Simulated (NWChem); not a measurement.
# CH3AlClO (SMILES C[O][Al][Cl]) at 4 levels

Aim: a comparison of 4 runs (UHF/STO-3G, UHF/3-21G, UB3LYP/6-31G*) of CH3AlClO. 

The results are computed with NWChem 7.3.0.

## Step 1: The system as given

The species is CH3AlClO (7 atoms), meant as a doublet with charge 0. SMILES: `C[O][Al][Cl]`. Geometry: relaxed at PBE0-D4/def2-TZVP. This is one conformer, not always the lowest.

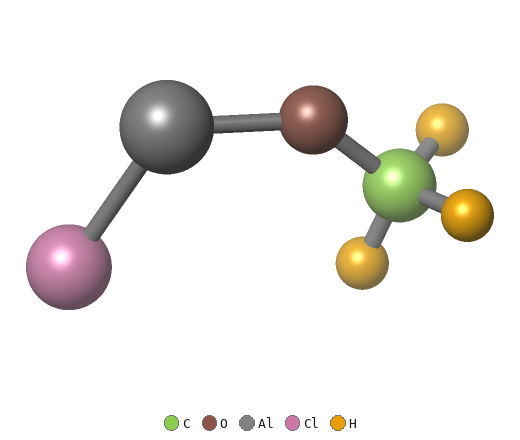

The structure, seen from a chosen angle (carbon green, oxygen brown, aluminium grey, chlorine pink, hydrogen amber).

## Step 2: Energy and gradient at UHF/STO-3G (run 1)

The input, calc.nw:

```
start calc
title "CH3AlClO gradient"
memory total 2200 mb
charge 0
geometry noautosym nocenter noautoz
   C     0.040800    0.884800    0.297300
   O     0.872500   -0.061600   -0.318100
   Al    0.754800   -1.652600   -0.837000
   Cl   -1.070300   -2.695900   -0.586200
   H    -0.047400    1.769900   -0.339800
   H    -0.964500    0.492600    0.485800
   H     0.475300    1.194800    1.252400
end
basis spherical bse
   * library STO-3G
end
scf
   doublet
   uhf
   thresh 1e-08
   maxiter 80
end
task scf gradient
```

Started as:

```console
$ nwchem calc.nw > calc.out
```

Log:

```text
[...]
  functions       =    31
[...]
  wavefunction    = UHF
[...]
         Total SCF energy =   -806.668777016423
      One electron energy =  -1490.961148082929
      Two electron energy =    499.325863690252
 Nuclear repulsion energy =    184.966507376254
                       Sz =      0.5000
                 Sz(Sz+1) =      0.7500
                      S^2 =      0.7534
[...]
                         UHF ENERGY GRADIENTS
    atom               coordinates                        gradient
                 x          y          z           x          y          z
   1 C       0.077101   1.672030   0.561816    0.004373   0.013623   0.003292
   2 O       1.648786  -0.116407  -0.601122   -0.013245   0.024278   0.013073
   3 Al      1.426365  -3.122961  -1.581701   -0.000629  -0.020622  -0.007051
   4 Cl     -2.022574  -5.094512  -1.107757    0.000197  -0.005352  -0.001943
   5 H      -0.089573   3.344626  -0.642129    0.002992  -0.003794  -0.001261
   6 H      -1.822641   0.930879   0.918029    0.003878  -0.004927  -0.003047
   7 H       0.898187   2.257845   2.366693    0.002434  -0.003206  -0.003063
[...]
```

Run time: 2.3 s. Hardware: 1 thread of Intel Xeon 6975P-C (Granite Rapids), shared host; peak memory 0.097 GiB.

## Step 3: Energy and gradient at UHF/3-21G (run 2)

The input, m1.xyz:

```xyz
7

C      0.040800     0.884800     0.297300
O      0.872500    -0.061600    -0.318100
Al     0.754800    -1.652600    -0.837000
Cl    -1.070300    -2.695900    -0.586200
H     -0.047400     1.769900    -0.339800
H     -0.964500     0.492600     0.485800
H      0.475300     1.194800     1.252400
```

The input, run.py:

```python
from ase.io import read
from ase.calculators.nwchem import NWChem

molecule = read('m1.xyz')

calc = NWChem(
    label='m1',
    theory='scf',
    memory='2200 mb',
    basis='3-21G',
    basispar='spherical bse',
    scf={'nopen': '1', 'uhf': None, 'thresh': '1e-08', 'maxiter': '80'},
)
molecule.calc = calc

forces = molecule.get_forces()
print("Total energy (eV):", round(molecule.get_potential_energy(), 6))
print("forces (eV/A):")
for s, f in zip(molecule.symbols, forces):
    print(f"{s:2s} {f[0]:10.5f} {f[1]:10.5f} {f[2]:10.5f}")
```

Started as:

```console
$ export ASE_NWCHEM_COMMAND="nwchem PREFIX.nwi > PREFIX.nwo"
$ python run.py
```

Log:

```text
Total energy (eV): -22090.892065
forces (eV/A):
C    -0.46208    1.11483    0.54790
O     0.09009   -0.77452   -0.30318
Al    1.87279    0.64432   -0.40731
Cl   -1.55382   -0.80378    0.24292
H    -0.01640   -0.28123    0.27048
H     0.27886    0.16656   -0.03137
H    -0.20949   -0.06618   -0.31943
```

The calculator wrote m1.nwi:

```
title "m1"

permanent_dir m1

scratch_dir m1

start m1

geometry units angstrom nocenter noautosym noautoz
  C  4.0800000000000003e-02 8.8480000000000003e-01 2.9730000000000001e-01
  O  8.7250000000000005e-01 -6.1600000000000002e-02 -3.1809999999999999e-01
  Al 7.5480000000000003e-01 -1.6526000000000001e+00 -8.3699999999999997e-01
  Cl -1.0703000000000000e+00 -2.6959000000000000e+00 -5.8620000000000005e-01
  H  -4.7399999999999998e-02 1.7699000000000000e+00 -3.3979999999999999e-01
  H  -9.6450000000000002e-01 4.9259999999999998e-01 4.8580000000000001e-01
  H  4.7530000000000000e-01 1.1948000000000001e+00 1.2524000000000000e+00
end

memory 2200 mb

basis spherical bse noprint
   * library 3-21G
end

scf
  nopen 1
  uhf
  thresh 1e-08
  maxiter 80
end

task scf gradient
```

m1.nwo, shortened:

```text
[...]
      One electron energy =  -1492.533308142600
[... 1 line left out ...]
 Nuclear repulsion energy =    184.966507376254
[... 46 lines left out ...]
          Final beta eigenvalues
[... 225 lines left out ...]
                     UHF Final Beta Molecular Orbital Analysis
[...]
  wavefunction    =   UHF
                         UHF ENERGY GRADIENTS
    atom               coordinates                        gradient
                 x          y          z           x          y          z
   1 C       0.077101   1.672030   0.561816    0.008986  -0.021680  -0.010655
   2 O       1.648786  -0.116407  -0.601122   -0.001752   0.015062   0.005896
   3 Al      1.426365  -3.122961  -1.581701   -0.036420  -0.012530   0.007921
   4 Cl     -2.022574  -5.094512  -1.107757    0.030217   0.015631  -0.004724
   5 H      -0.089573   3.344626  -0.642129    0.000319   0.005469  -0.005260
   6 H      -1.822641   0.930879   0.918029   -0.005423  -0.003239   0.000610
   7 H       0.898187   2.257845   2.366693    0.004074   0.001287   0.006212
[...]
```

Run time: 3.3 s. Hardware: 1 thread of Intel Xeon 6975P-C (Granite Rapids), shared host; peak memory 0.097 GiB.

Run 3 isn't shown in full; the table further down has it.

## Step 4: Energy and forces at UB3LYP/6-31G(d) (Cartesian functions) (run 4)

The input, run.py:

```python
from ase import Atoms
from ase.calculators.nwchem import NWChem

molecule = Atoms(['C', 'O', 'Al', 'Cl', 'H', 'H', 'H'], positions=[
    [0.040800, 0.884800, 0.297300],
    [0.872500, -0.061600, -0.318100],
    [0.754800, -1.652600, -0.837000],
    [-1.070300, -2.695900, -0.586200],
    [-0.047400, 1.769900, -0.339800],
    [-0.964500, 0.492600, 0.485800],
    [0.475300, 1.194800, 1.252400],
])

calc = NWChem(
    label='ch3alclo',
    theory='dft',
    memory='2200 mb',
    basis='6-31G*',
    dft={'xc': 'b3lyp', 'mult': '2', 'grid': 'xfine', 'convergence': 'energy 1e-08', 'iterations': '100', 'mulliken': None},
)
molecule.calc = calc

forces = molecule.get_forces()
print("Total energy (eV):", round(molecule.get_potential_energy(), 6))
print("forces (eV/A):")
for s, f in zip(molecule.symbols, forces):
    print(f"{s:2s} {f[0]:10.5f} {f[1]:10.5f} {f[2]:10.5f}")
```

Started as:

```console
$ export ASE_NWCHEM_COMMAND="nwchem PREFIX.nwi > PREFIX.nwo"
$ python run.py
```

Log:

```text
Total energy (eV): -22254.381833
forces (eV/A):
C    -0.20600    0.20430    0.14033
O     0.32854    0.26277   -0.01820
Al    0.26837   -0.36870   -0.22055
Cl   -0.32488   -0.21093    0.03553
H    -0.00900    0.09004   -0.05492
H    -0.09703   -0.01553    0.02633
H     0.03995    0.03805    0.09143
```

The calculator wrote ch3alclo.nwi:

```
title "ch3alclo"

permanent_dir ch3alclo

scratch_dir ch3alclo

start ch3alclo

geometry units angstrom nocenter noautosym noautoz
  C  4.0800000000000003e-02 8.8480000000000003e-01 2.9730000000000001e-01
  O  8.7250000000000005e-01 -6.1600000000000002e-02 -3.1809999999999999e-01
  Al 7.5480000000000003e-01 -1.6526000000000001e+00 -8.3699999999999997e-01
  Cl -1.0703000000000000e+00 -2.6959000000000000e+00 -5.8620000000000005e-01
  H  -4.7399999999999998e-02 1.7699000000000000e+00 -3.3979999999999999e-01
  H  -9.6450000000000002e-01 4.9259999999999998e-01 4.8580000000000001e-01
  H  4.7530000000000000e-01 1.1948000000000001e+00 1.2524000000000000e+00
end

memory 2200 mb

basis noprint
   * library 6-31G*
end

dft
  xc b3lyp
  mult 2
  grid xfine
  convergence energy 1e-08
  iterations 100
  mulliken
end

task dft gradient
```

ch3alclo.nwo, shortened:

```text
[...]
      One electron energy =    -1497.811402145412
[... 2 lines left out ...]
 Nuclear repulsion energy =      184.966507376254
[... 1176 lines left out ...]
          Convergence on energy requested:  1.00D-08
[... 26 lines left out ...]
          Spatial weights used:  Erf1
[...]
  wavefunction    = open shell
                         DFT ENERGY GRADIENTS
    atom               coordinates                        gradient
                 x          y          z           x          y          z
   1 C       0.077101   1.672030   0.561816    0.004006  -0.003973  -0.002729
   2 O       1.648786  -0.116407  -0.601122   -0.006389  -0.005110   0.000354
   3 Al      1.426365  -3.122961  -1.581701   -0.005219   0.007170   0.004289
   4 Cl     -2.022574  -5.094512  -1.107757    0.006318   0.004102  -0.000691
   5 H      -0.089573   3.344626  -0.642129    0.000175  -0.001751   0.001068
   6 H      -1.822641   0.930879   0.918029    0.001887   0.000302  -0.000512
   7 H       0.898187   2.257845   2.366693   -0.000777  -0.000740  -0.001778
[...]
```

Run time: 34 s. Hardware: 1 thread of Intel Xeon 6975P-C (Granite Rapids), shared host; peak memory 0.13 GiB.

## Step 5: The series

| run | level | iteration cap | module | energy (Eh) | dipole moment (D) | HOMO energy (eV) | LUMO energy (eV) | wall time |
| --- | --- | --- | --- | --- | --- | --- | --- | --- |
| 1 | UHF/STO-3G | 80 | scf | -806.668777 | 3.42 | -6.40 | 5.52 | 2.3 s |
| 2 | UHF/3-21G | 80 | scf | -811.825316 | 2.34 | -9.13 | 0.31 | 3.3 s |
| 3 | UB3LYP/6-31G* (spherical functions) | 100 | dft | -817.826721 | 1.42 | -6.15 | -3.23 | 32 s |
| 4 | UB3LYP/6-31G* (Cartesian functions) | 100 | dft | -817.833454 | 1.41 | -6.15 | -3.23 | 34 s |

## Step 6: What came out

```
                                 quantity          value
                      run 4: total energy  -817.83345 Eh
                     run 4: dipole moment         1.41 D
run 4: HOMO energy (highest over α and β)       -6.15 eV
 run 4: LUMO energy (lowest over α and β)       -3.23 eV
                              run 4: ⟨S²⟩          0.751
          run 4: largest force on an atom     0.507 eV/Å
```

What this shows: The dipole moment (its size) runs from 1.41 D (UB3LYP/6-31G*) to 3.42 D (UHF/STO-3G). The two ends differ in method and basis. In run 1 the basis is minimal, so the values are rough. All runs together took 71 s, the longest 34 s.
